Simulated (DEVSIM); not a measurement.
System: Ru/HfO2/SiO2/n-Si capacitor, at 250 K.

| layer (left to right) | material | thickness (nm) | Nd (cm⁻³) |
|---|---|---|---|
| 1 | HfO2 | 13.0 | - |
| 2 | SiO2 | 1.20 | - |
| 3 | Si | 1500 | 1.4e17 |

Metal gate on the left, work function 4.7 eV. Fixed charge at the semiconductor interface -3.9e10 cm⁻² (in units of +e); no interface traps.

This is a model device: material constants are rounded textbook-type values typed into the input, and sizes, dopings and lifetimes were drawn at random. Values at 300 K; Nc and Nv go as T^1.5, mobilities as T to minus their exponent, the gap by Varshni's rule with the affinity fixed.

| parameter | HfO2 | SiO2 | Si |
|---|---|---|---|
| gap (eV) | 5.7 | 9 | 1.124 |
| affinity (eV) | 2.5 | 0.9 | 4.05 |
| permittivity | 22 | 3.9 | 11.7 |
| Nc (cm⁻³) | - | - | 2.86e19 |
| Nv (cm⁻³) | - | - | 3.1e19 |
| Varshni α (eV/K) | - | - | 0.000473 |
| Varshni β (K) | - | - | 636 |

Simulated with DEVSIM: 1D Poisson equation in equilibrium, Boltzmann statistics, complete ionisation; no quantum confinement or tunnelling. Metal contacts follow the ideal Schottky-Mott rule: no Fermi-level pinning, no interface dipoles.

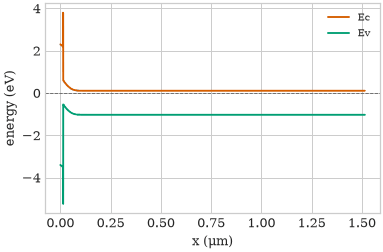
Figure: Band edges at -0.1 V on the gate

Energies count from the Fermi level of the right contact; mesh points crowd at the junctions.

| x (μm) | Ec (eV) | Ev (eV) | n (cm⁻³) | p (cm⁻³) | field (V/cm) |
|---|---|---|---|---|---|
| 0.000 | 2.300 | -3.400 | < 1e2 | < 1e2 | -73000 |
| 0.001345 | 2.290 | -3.410 | < 1e2 | < 1e2 | -73000 |
| 0.003962 | 2.271 | -3.429 | < 1e2 | < 1e2 | -73000 |
| 0.008419 | 2.239 | -3.462 | < 1e2 | < 1e2 | -73000 |
| 0.01195 | 2.213 | -3.487 | < 1e2 | < 1e2 | -73000 |
| 0.01315 | 3.798 | -5.202 | < 1e2 | < 1e2 | -410000 |
| 0.01373 | 3.774 | -5.226 | < 1e2 | < 1e2 | -410000 |
| 0.01510 | 0.592 | -0.544 | 2.5e7 | 2.6e8 | -140000 |
| 0.01769 | 0.557 | -0.580 | 1.3e8 | 4.9e7 | -140000 |
| 0.02353 | 0.481 | -0.655 | 4.4e9 | 1500000 | -120000 |
| 0.03667 | 0.338 | -0.798 | 3.4e12 | 1900 | -95000 |
| 0.08284 | 0.119 | -1.017 | 8.7e16 | < 1e2 | -9700 |
| 0.1703 | 0.109 | -1.027 | 1.4e17 | < 1e2 | ≈ 0 |
| 0.3674 | 0.109 | -1.027 | 1.4e17 | < 1e2 | ≈ 0 |
| 0.9615 | 0.109 | -1.027 | 1.4e17 | < 1e2 | ≈ 0 |
| 1.270 | 0.109 | -1.027 | 1.4e17 | < 1e2 | ≈ 0 |
| 1.403 | 0.109 | -1.027 | 1.4e17 | < 1e2 | ≈ 0 |
| 1.465 | 0.109 | -1.027 | 1.4e17 | < 1e2 | ≈ 0 |
| 1.498 | 0.109 | -1.027 | 1.4e17 | < 1e2 | ≈ 0 |
| 1.508 | 0.109 | -1.027 | 1.4e17 | < 1e2 | ≈ 0 |
| 1.512 | 0.109 | -1.027 | 1.4e17 | < 1e2 | ≈ 0 |
| 1.514 | 0.109 | -1.027 | 1.4e17 | < 1e2 | ≈ 0 |
